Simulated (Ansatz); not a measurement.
# BCl₃FH₄N: search for a transition state, part 2 of 2

Ansatz 0.2.0, Gaussian basis; PBE0-D4.

## (6) Vibrations at the point found

File vib/in.yaml:

```yaml
crystal:
  periodic: [false, false, false]
  atoms:
    - {symbol: B, position_ang: [-0.761959, -0.302975, -0.719419]}
    - {symbol: Cl, position_ang: [0.874739, 1.381771, -1.377639]}
    - {symbol: Cl, position_ang: [-0.334091, -1.590196, -1.848294]}
    - {symbol: Cl, position_ang: [-2.242482, 0.624669, -0.972231]}
    - {symbol: H, position_ang: [0.788777, 0.134748, 1.004507]}
    - {symbol: N, position_ang: [-0.335311, -0.510337, 0.697962]}
    - {symbol: H, position_ang: [1.486888, 1.198784, -0.132662]}
    - {symbol: F, position_ang: [1.701778, 0.733063, 1.111548]}
    - {symbol: H, position_ang: [-0.142128, -1.489282, 0.883018]}
    - {symbol: H, position_ang: [-1.036211, -0.180244, 1.353311]}
basis:
  gaussian: {orbitals: def2-TZVP}
hamiltonian: {xc: pbe0, dispersion: d4}
phonons: {temperatures: {t_min: 298.15, t_max: 900, t_step: 200}}
```

Launch:

```sh
$ ansatz run in.yaml --threads 8 --pin off --events-out ev --progress --plain --max-ram 19148MiB
```

The program printed, shortened:

```text
Functional definition: PBE0
  name "PBE0"
  cite "Adamo & Barone, J. Chem. Phys. 110, 6158 (1999) doi:10.1063/1.478522"
  cite "Perdew, Burke & Ernzerhof, Phys. Rev. Lett. 77, 3865 (1996) doi:10.1103/PhysRevLett.77.3865"
  parent pbe
[...]
1460 factors; their error is unknown
[...]
mean field -42505.74318439 eV, -1562.0572505987 hartree, gradient 6.6e-5 eV, S^2 0.000000; 0 other end points of the search recorded, 0 dependent functions left out
[...]
reference -42505.74321278 eV, -1562.0572516419 hartree; 38, 38 occupied and 190, 190 virtual orbitals, 1460 factors
[... from here to the last solve, the lines of the solves are left out (59 solves) ...]
1460 factors; their error is unknown
mean field -42505.74312097 eV, -1562.0572482682 hartree, gradient 1.2e-6 eV, S^2 0.000000; 0 other end points of the search recorded, 0 dependent functions left out
[...]
WARN: phonons: modes at or below zero, which the zero-point energy, F, S and C_V leave out: 1, the lowest at -661.27 cm⁻¹. A minimum has none, and a first-order saddle one
[...]
Atom 2 at    -0.334091    -1.590196    -1.848294 Å, force    -0.000777    -0.003016     0.000253 eV/Å
Atom 3 at    -2.242482     0.624669    -0.972231 Å, force    -0.001299     0.004001    -0.001112 eV/Å
Atom 4 at     0.788777     0.134748     1.004507 Å, force     0.001595    -0.000321    -0.000078 eV/Å
Atom 5 at    -0.335311    -0.510337     0.697962 Å, force     0.004043     0.009179     0.004576 eV/Å
Atom 6 at     1.486888     1.198784    -0.132662 Å, force    -0.001833    -0.003681    -0.007471 eV/Å
Atom 7 at     1.701778     0.733063     1.111548 Å, force    -0.006778    -0.004245     0.004293 eV/Å
Atom 8 at    -0.142128    -1.489282     0.883018 Å, force     0.002088     0.001213    -0.000513 eV/Å
Atom 9 at    -1.036211    -0.180244     1.353311 Å, force     0.003226    -0.002642    -0.007731 eV/Å
Dipole moment:    -0.284071    -0.394875     0.527099 e Å
Vibrations: -661.27 12.32 148.69 151.56 170.32 287.24 311.60 363.82 453.01 532.44 545.40 736.07 770.36 831.53 962.15 1093.53 1129.71 1183.23 1420.82 1589.07 1601.54 1992.66 3518.90 3602.11 cm⁻¹, zero-point energy 1.451117 eV
```

Run time: 2.4 min. Hardware: 8 threads of Arm Neoverse V1, shared host; peak memory 0.78 GiB.

The modes, with what each moves most:

| mode | wavenumber (cm⁻¹) | character |
| --- | --- | --- |
| 1 | 661i | changes H5–F8, Cl2–H7, H5–N6, H7–F8 |
| 2 | 12 | torsion |
| 3 | 149 | not assigned (largely outside the bonds, angles and torsions drawn) |
| 4 | 152 | F–H and Cl–H stretch |
| 5 | 170 | bend |
| 6 | 287 | bend |
| 7 | 312 | bend |
| 8 | 364 | not assigned (largely outside the bonds, angles and torsions drawn) |
| 9 | 453 | torsion |
| 10 | 532 | not assigned (largely outside the bonds, angles and torsions drawn) |
| 11 | 545 | B–Cl stretch |
| 12 | 736 | F–H and Cl–H stretch |
| 13 | 770 | not assigned (largely outside the bonds, angles and torsions drawn) |
| 14 | 832 | B–Cl stretch |
| 15 | 962 | torsion with bend |
| 16 | 1094 | not assigned (largely outside the bonds, angles and torsions drawn) |
| 17 | 1130 | bend |
| 18 | 1183 | B–N and F–H stretch |
| 19 | 1421 | not assigned (largely outside the bonds, angles and torsions drawn) |
| 20 | 1589 | not assigned (largely outside the bonds, angles and torsions drawn) |
| 21 | 1602 | bend |
| 22 | 1993 | Cl–H and F–H stretch |
| 23 | 3519 | N–H stretch |
| 24 | 3602 | N–H stretch |

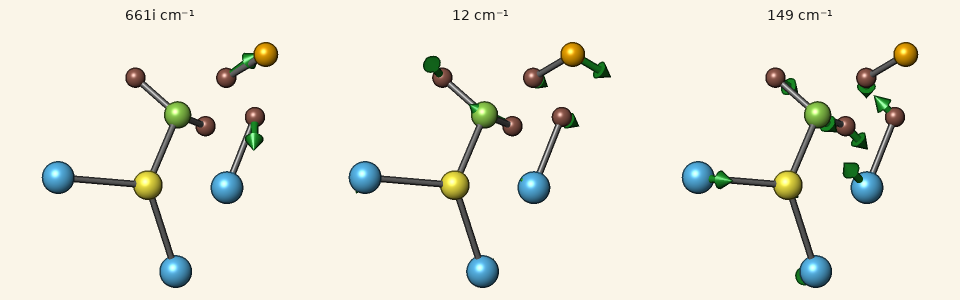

Displacements of 3 modes, as arrows.

Vibrational sums (real modes only):

| T (K) | entropy (J/mol/K) | heat capacity (J/mol/K) |
| --- | --- | --- |
| 298 | 93.0 | 82.5 |
| 498 | 143.8 | 115.9 |
| 698 | 186.5 | 136.7 |
| 898 | 222.7 | 150.0 |

Modes under 50 cm⁻¹ weigh heavily in the entropy, and the harmonic picture is poor for them.

## (7) Relaxing after a step of 0.30 Å one way along the mode

File downa/in.yaml:

```yaml
crystal:
  periodic: [false, false, false]
  atoms:
    - {symbol: B, position_ang: [-0.964820, -0.503873, -0.627290]}
    - {symbol: Cl, position_ang: [1.069993, 1.540258, -1.484184]}
    - {symbol: Cl, position_ang: [-0.355585, -1.576405, -1.884655]}
    - {symbol: Cl, position_ang: [-2.229146, 0.658249, -0.992347]}
    - {symbol: H, position_ang: [0.979178, 0.260094, 1.080896]}
    - {symbol: N, position_ang: [-0.446438, -0.593056, 0.659839]}
    - {symbol: H, position_ang: [1.499026, 1.335895, -0.396279]}
    - {symbol: F, position_ang: [1.626869, 0.622536, 1.343946]}
    - {symbol: H, position_ang: [-0.126957, -1.528422, 0.905547]}
    - {symbol: H, position_ang: [-1.052120, -0.215277, 1.394628]}
basis:
  gaussian: {orbitals: def2-TZVP}
hamiltonian: {xc: pbe0, dispersion: d4}
relax: {f_tol: 0.005, max_steps: 200}
```

Launch:

```sh
$ ansatz run in.yaml --threads 8 --pin off --events-out ev --progress --plain --max-ram 19148MiB
```

The program printed, shortened:

```text
[... 5 set-up lines as earlier in the session ...]
[...]
1460 factors; their error is unknown
[...]
mean field -42504.76674934 eV, -1562.0213672727 hartree, gradient 6.0e-5 eV, S^2 0.000000; 0 other end points of the search recorded, 0 dependent functions left out
[...]
reference -42504.76677800 eV, -1562.0213683257 hartree; 38, 38 occupied and 190, 190 virtual orbitals, 1460 factors
relax step   1: F+E_penalty+E_count = -42505.00838988 eV  Δ(F+E_penalty+E_count) = +0.000e0 eV  max|allowed force component| = 1.222e1 eV/Å  Δτ_max = 0.0000 Å  (27 SCF iters, accepted)
[...]
Atom 0 at    -1.049489    -0.611442    -0.536459 Å, force     0.003111     0.000167     0.002427 eV/Å
Atom 1 at     1.587687     1.991112    -1.751069 Å, force     0.000559     0.000606    -0.002407 eV/Å
Atom 2 at    -0.387205    -1.607531    -1.806961 Å, force    -0.000718    -0.000744     0.000380 eV/Å
Atom 3 at    -2.175683     0.672152    -0.894574 Å, force    -0.001688     0.000639     0.000651 eV/Å
Atom 4 at     0.774437     0.190530     0.999836 Å, force    -0.002083    -0.000377    -0.001878 eV/Å
Atom 5 at    -0.640410    -0.827206     0.803446 Å, force    -0.001081    -0.000231    -0.002374 eV/Å
Atom 6 at     1.759596     1.606759    -0.529816 Å, force    -0.000290    -0.001817     0.002963 eV/Å
Atom 7 at     1.543253     0.735589     1.123554 Å, force     0.002301     0.002251     0.001098 eV/Å
Atom 8 at    -0.211440    -1.709515     1.042889 Å, force     0.000726    -0.000330    -0.000671 eV/Å
Atom 9 at    -1.200747    -0.440449     1.549255 Å, force    -0.000837    -0.000163    -0.000189 eV/Å
Dipole moment:    -0.472886    -0.616234     0.607316 e Å
```

Wall time 41 s (8 threads of Arm Neoverse V1, shared host); peak memory 0.76 GiB.

The steps of the relaxation:

| step | energy from step 1 (eV) | largest force component (eV/Å) |
| --- | --- | --- |
| 1 | 0.0000 | 12.2188 |
| 2 | -1.2566 | 1.4772 |
| 3 | -1.3018 | 0.7001 |
| 4 | -1.3607 | 0.4557 |
| 5 | -1.3723 | 0.3820 |
| 6 | -1.3761 | 0.3891 |
| 7 | -1.3877 | 0.1762 |
| 8 | -1.3901 | 0.0613 |
| 9 | -1.3912 | 0.1036 |
| 10 | -1.3916 | 0.0233 |
| 11 | -1.3914 | 0.0572 |
| 12 | -1.3917 | 0.0113 |
| 13 | -1.3917 | 0.0031 |

Distances of close pairs at the start and the end, largest changes first:

| bond | before (Å) | after (Å) | change (Å) |
| --- | --- | --- | --- |
| H5–F8 | 0.787 | 0.951 | +0.163 |
| Cl2–H7 | 1.187 | 1.292 | +0.105 |
| B1–N6 | 1.390 | 1.417 | +0.027 |
| B1–Cl3 | 1.761 | 1.745 | -0.016 |
| N6–H10 | 1.024 | 1.010 | -0.015 |
| B1–Cl4 | 1.756 | 1.745 | -0.011 |
| N6–H9 | 1.019 | 1.010 | -0.009 |

## (8) Relaxing after a step of 0.30 Å the other way along the mode

File downb/in.yaml:

```yaml
crystal:
  periodic: [false, false, false]
  atoms:
    - {symbol: B, position_ang: [-0.559098, -0.102078, -0.811547]}
    - {symbol: Cl, position_ang: [0.679485, 1.223284, -1.271094]}
    - {symbol: Cl, position_ang: [-0.312597, -1.603988, -1.811933]}
    - {symbol: Cl, position_ang: [-2.255818, 0.591089, -0.952115]}
    - {symbol: H, position_ang: [0.598376, 0.009401, 0.928118]}
    - {symbol: N, position_ang: [-0.224184, -0.427618, 0.736084]}
    - {symbol: H, position_ang: [1.474750, 1.061672, 0.130954]}
    - {symbol: F, position_ang: [1.776687, 0.843590, 0.879151]}
    - {symbol: H, position_ang: [-0.157299, -1.450142, 0.860488]}
    - {symbol: H, position_ang: [-1.020301, -0.145211, 1.311994]}
basis:
  gaussian: {orbitals: def2-TZVP}
hamiltonian: {xc: pbe0, dispersion: d4}
relax: {f_tol: 0.005, max_steps: 200}
```

Launch:

```sh
$ ansatz run in.yaml --threads 8 --pin off --events-out ev --progress --plain --max-ram 19148MiB
```

The program printed, shortened:

```text
[... 5 set-up lines as earlier in the session ...]
[...]
1460 factors; their error is unknown
[...]
mean field -42505.30250127 eV, -1562.0410557930 hartree, gradient 4.3e-5 eV, S^2 0.000000; 0 other end points of the search recorded, 0 dependent functions left out
[...]
reference -42505.30252890 eV, -1562.0410568083 hartree; 38, 38 occupied and 190, 190 virtual orbitals, 1460 factors
relax step   1: F+E_penalty+E_count = -42505.56402741 eV  Δ(F+E_penalty+E_count) = +0.000e0 eV  max|allowed force component| = 9.835e0 eV/Å  Δτ_max = 0.0000 Å  (27 SCF iters, accepted)
[...]
Atom 0 at    -0.616257    -0.072984    -0.821613 Å, force    -0.000600    -0.000921     0.001095 eV/Å
Atom 1 at     0.186856     1.584935    -1.112418 Å, force     0.000021     0.000189    -0.000167 eV/Å
Atom 2 at     0.220620    -1.405351    -1.731368 Å, force    -0.000101     0.000312     0.000083 eV/Å
Atom 3 at    -2.413464     0.003000    -1.092801 Å, force     0.000411     0.000227    -0.000151 eV/Å
Atom 4 at     0.593557    -0.332949     0.976638 Å, force     0.000237     0.000066     0.000216 eV/Å
Atom 5 at    -0.402638    -0.385795     0.734507 Å, force     0.000335     0.000386    -0.000949 eV/Å
Atom 6 at     1.859160     1.053250     0.039605 Å, force    -0.000088    -0.000501     0.000342 eV/Å
Atom 7 at     2.239679     0.586367     0.766374 Å, force    -0.000150     0.000259    -0.000249 eV/Å
Atom 8 at    -0.754554    -1.317911     0.939327 Å, force     0.000076     0.000136    -0.000146 eV/Å
Atom 9 at    -0.912957     0.287436     1.301850 Å, force    -0.000140    -0.000152    -0.000074 eV/Å
Dipole moment:    -0.107900    -0.137271     0.905229 e Å
```

Run time: 47 s. Hardware: 8 threads of Arm Neoverse V1, shared host; peak memory 0.77 GiB.

Relaxation path: (the energy doesn't fall at every step)

| step | energy from step 1 (eV) | largest force component (eV/Å) |
| --- | --- | --- |
| 1 | 0.0000 | 9.8351 |
| 2 | -1.3048 | 0.8196 |
| 3 | -1.3637 | 0.9689 |
| 4 | -1.5284 | 0.3761 |
| 5 | -1.5497 | 0.2838 |
| 6 | -1.5704 | 0.4989 |
| 7 | -1.5756 | 0.2932 |
| 8 | -1.5745 | 0.1998 |
| 9 | -1.5801 | 0.0177 |
| 10 | -1.5805 | 0.0225 |
| 11 | -1.5806 | 0.0118 |
| 12 | -1.5807 | 0.0123 |
| 13 | -1.5807 | 0.0067 |
| 14 | -1.5807 | 0.0011 |

Close pairs (by a distance rule), those that changed most:

| bond | before (Å) | after (Å) | change (Å) |
| --- | --- | --- | --- |
| Cl2–H7 | 1.620 | 2.099 | +0.479 |
| H7–F8 | 0.836 | 0.944 | +0.108 |
| H5–N6 | 0.951 | 1.027 | +0.076 |
| B1–Cl4 | 1.838 | 1.819 | -0.019 |
| N6–H9 | 1.032 | 1.017 | -0.015 |
| B1–N6 | 1.617 | 1.602 | -0.015 |
| B1–Cl2 | 1.871 | 1.865 | -0.006 |
| N6–H10 | 1.022 | 1.018 | -0.005 |

## (9) The three structures

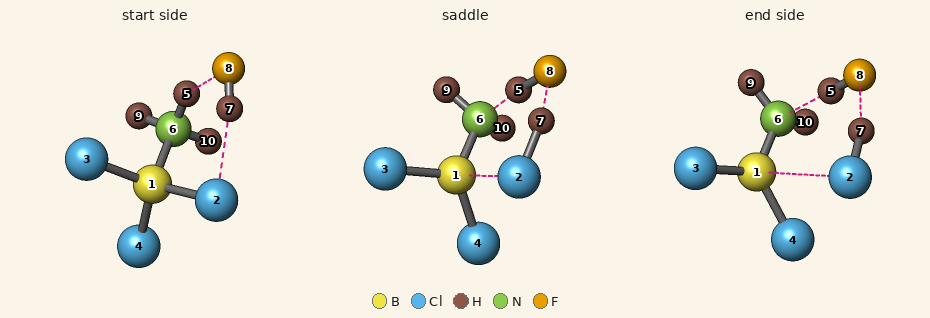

The minimum on the start side, the saddle and the minimum on the end side; broken lines mark the pairs that change.

| pair | start side (Å) | saddle (Å) | end side (Å) |
| --- | --- | --- | --- |
| Cl2–H7 | 2.099 | 1.399 | 1.292 |
| H5–F8 | 1.897 | 1.097 | 0.951 |
| B1–Cl2 | 1.865 | 2.439 | 3.899 |
| H5–N6 | 1.027 | 1.332 | 1.754 |
| H7–F8 | 0.944 | 1.346 | 1.881 |

## (10) Summary of results

What follows sums up all 2 parts.

```
                       quantity                                                                   value
                 imaginary mode                                                               661i cm⁻¹
    barrier from the start side                                                            110.9 kJ/mol
      barrier from the end side                                                             39.1 kJ/mol
             energy of the step                                                            +71.8 kJ/mol
              pairs that change  Cl2–H7 formed, H5–F8 formed, B1–Cl2 broken, H5–N6 broken, H7–F8 broken
zero-point energy at the saddle                                                                1.451 eV
```

One imaginary mode, 661i cm⁻¹, makes this a first-order saddle. It joins the planned start and end. At PBE0-D4/def2-TZVP the electronic barrier is 110.9 kJ/mol, about 45 kT at 298 K, and the step runs 71.8 kJ/mol uphill. A step off the saddle overshot and began above it in energy, so the link to its end is likely but not proven. The ends are the nearest minima, not always the lowest complexes.
